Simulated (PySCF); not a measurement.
## Electronic structure of C₂H₄O₃S in real space

Input file:

```
{"job": {"kind": "nmr", "xc": "PBE0", "basis": "pcSseg-2"}, "charge": 0, "multiplicity": 1}
C      1.512482     0.627119    -0.312617
C      0.604698     0.187237     0.540360
S     -0.743369    -0.784619    -0.005456
O     -0.730464    -0.861304    -1.432180
O     -0.810652    -1.942657     0.815201
O     -1.987290     0.114759     0.422807
H      1.421086     0.422621    -1.373104
H      2.370231     1.192467     0.031652
H      0.637199     0.337139     1.613215
H     -2.221605     0.685369    -0.321606
```

Command:

```sh
OMP_NUM_THREADS=2 python probes_run.py task.json out
```

Geometry: PBE0-D3(BJ)/def2-TZVP.

These are results of PySCF 2.14.0, PBE0/pcSseg-2, SCF density, gas phase, non-relativistic, not measurements.

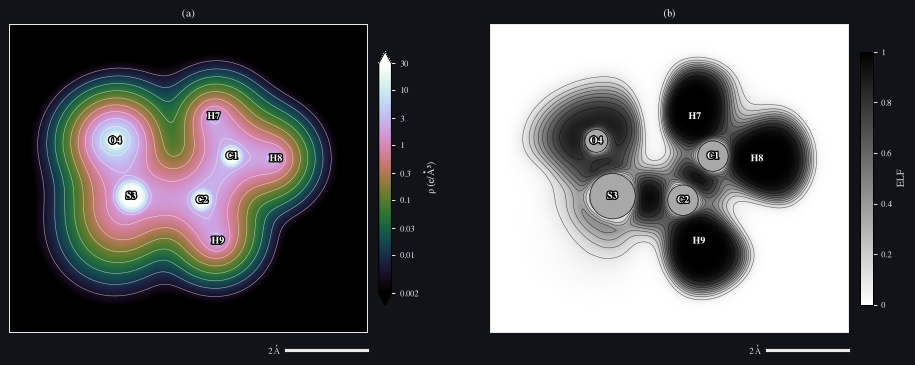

Figure 1. (a) total electron density; (b) electron localisation function on the plane of atoms C2, C1 and H8. Grey discs cover the atomic cores in the ELF map.

**Describe what can be read from this map.**

The section cuts through C, S, O and H sites.
C–C (1.32 Å): ρ at the midpoint is about 2.4 e/Å³; the ELF peaks at about 0.90 between the atoms (a multiple bond).
S–O (1.43 Å): ρ is about 2.5 e/Å³ halfway; the ELF peaks at about 0.80 between the atoms (a short, strongly polar bond).
C–S (1.75 Å): ρ at the midpoint is about 1.5 e/Å³; the ELF peaks at about 0.95 between the atoms; a covalent bond.
C–H (1.08 Å): ρ at the midpoint is about 2.1 e/Å³; the ELF climbs to about 1 towards the hydrogen, as it does in any bond to H (a covalent bond by its length).
The ELF also peaks beside O4, away from the bonds: lone-pair regions.

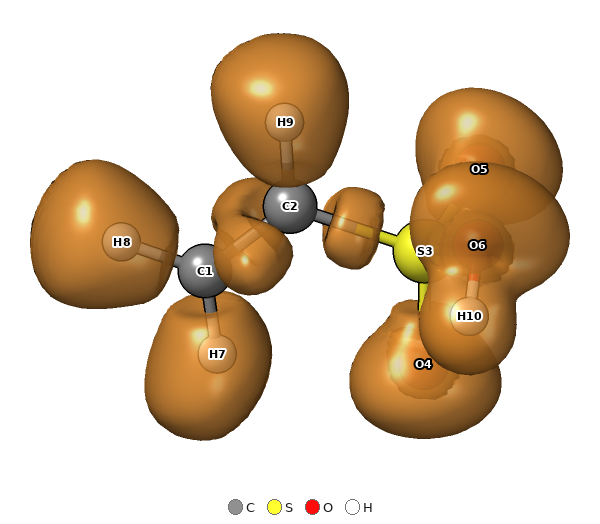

Figure 2. Isosurface of the electron localisation function at 0.75 (orange), seen at a tilt. Core shells and regions of very low density are left out.

**Identify the bonds, lone pairs and shells in this picture.**

The surface consists of one region between bonded C–C atoms (shared pairs), one region between bonded C–S atoms (shared pairs), three regions around hydrogen nuclei, two regions on O in which the atom's valence shell and bonds are merged and one joined region spread over several atoms (H, O), in which their bonds and any lone pairs are merged. Along the contacts the grid gives the following. S–O (1.42 Å): the ELF peaks at about 0.80 between the atoms (a polar covalent bond).

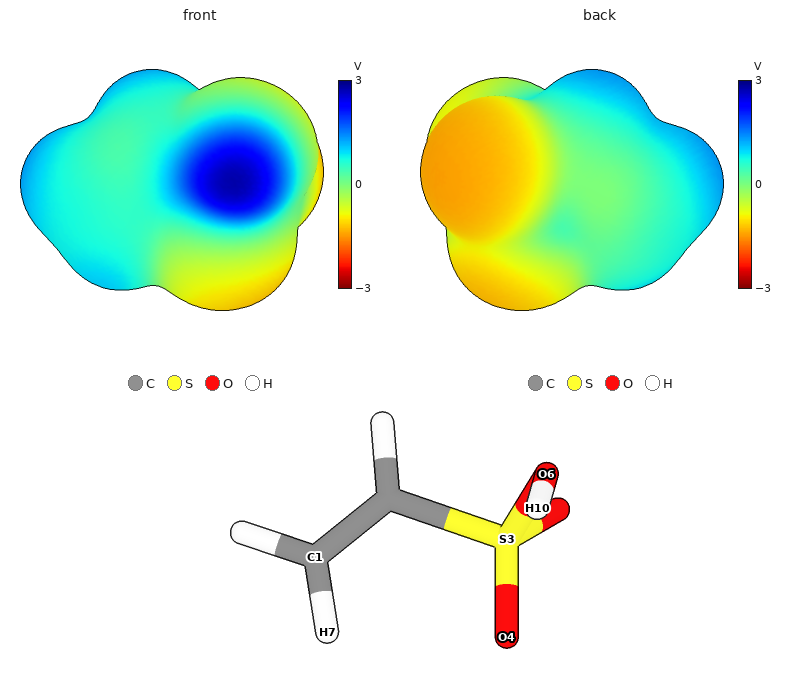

Figure 3. The electrostatic potential painted on the density surface at 0.001 e/bohr³, seen from the front and from behind; the colour scale runs from red (negative) to blue (positive). The bare structure is drawn below in the same view.

**Where is the surface potential most negative and most positive?**

The most negative region (about −1.4 V) lies over O5, the most positive (about +2.7 V) over H10. O5 is the likeliest acceptor of a hydrogen bond.
